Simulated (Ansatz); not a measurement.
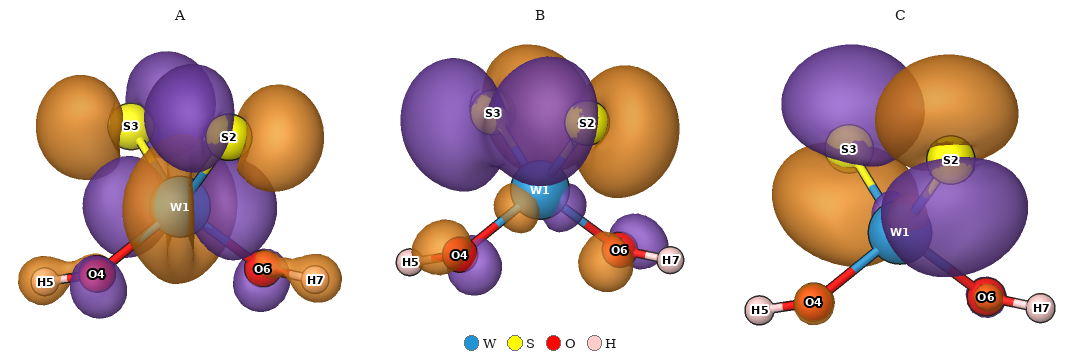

*H2O2S2W. Three frontier orbitals at ±0.1 Å⁻³ᐟ² (orange and purple are the two phases), in no order.*

Geometry: r2SCAN-D4/def2-SVP; core potentials replace the inner electrons of W; not at a stationary point (largest force 0.6 eV/Å).

Level of theory: Ansatz, RKS PBE0-D4/def2-TZVP.

Input

```
crystal:
  periodic: [false, false, false]
  atoms:
    - {symbol: W, position_ang: [0.244788, 0.002110, 0.172692]}
    - {symbol: S, position_ang: [0.254684, -0.204327, 2.305804]}
    - {symbol: S, position_ang: [2.254651, 0.225946, -0.536668]}
    - {symbol: O, position_ang: [-0.758094, 1.528985, -0.271737]}
    - {symbol: H, position_ang: [-0.491400, 2.191464, -0.925405]}
    - {symbol: O, position_ang: [-0.492014, -1.540281, -0.609974]}
    - {symbol: H, position_ang: [-1.012615, -2.203898, -0.134722]}
basis:
  gaussian: {orbitals: def2-TZVP, initial_orbitals: start.molden}
hamiltonian: {xc: pbe0, dispersion: d4}
scf: {omitted_lower_state_checks: [starts]}
output: {forces: true, orbitals: {seedname: orbitals}}
```

Run with:

```sh
ansatz run in.yaml --threads 4 --pin off --events-out ev --progress --plain --max-ram 3916MiB
```

### Order the three orbitals by energy and name them.

B is the HOMO−1 (−8.08 eV). Its weight (Hirshfeld) is mainly on S2 (about 35 %), S3 (about 35 %) and W1 (about 15 %). C is the HOMO (−7.23 eV). Its weight (Hirshfeld) is mainly on S2 (about 45 %), S3 (about 45 %) and W1 (about 10 %); largely a combination of lone pairs on S2 and S3. A is the LUMO (−2.70 eV). It lies mainly on W1 (about 50 %), S2 (about 20 %) and S3 (about 20 %).

### What is the HOMO–LUMO gap?

4.53 eV between the orbital energies.
